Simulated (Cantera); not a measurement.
Charge: 1 mol C6H6, 1.2 mol O2, 2.3 mol N2, equilibrated at 80000 Pa.

Method: chemical equilibrium by Gibbs-energy minimisation in Cantera with the NASA 1993 tables (ideal gas, pure condensed phases). Candidate condensed phases: C, C6H6, C7H8, C8H18, H2O; 136 gas species. The numbers say what is thermodynamically allowed, not how fast it happens.

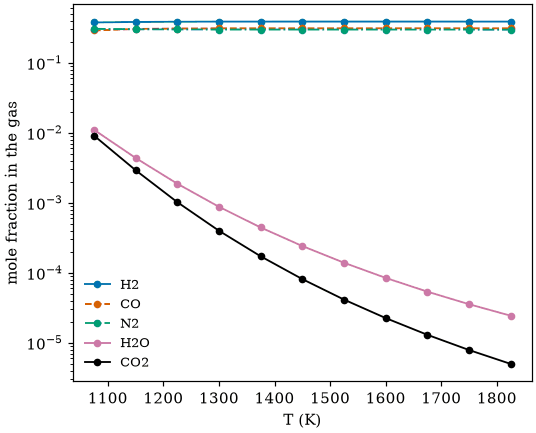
Fig. 1. Equilibrium gas composition (values under 1e-9 drawn at 1e-9)

**Question.** Read off the mole fractions at 1075 K.

**Answer.** H2 about 0.38, N2 about 0.31, CO about 0.29, H2O about 0.011, CO2 about 0.0092.
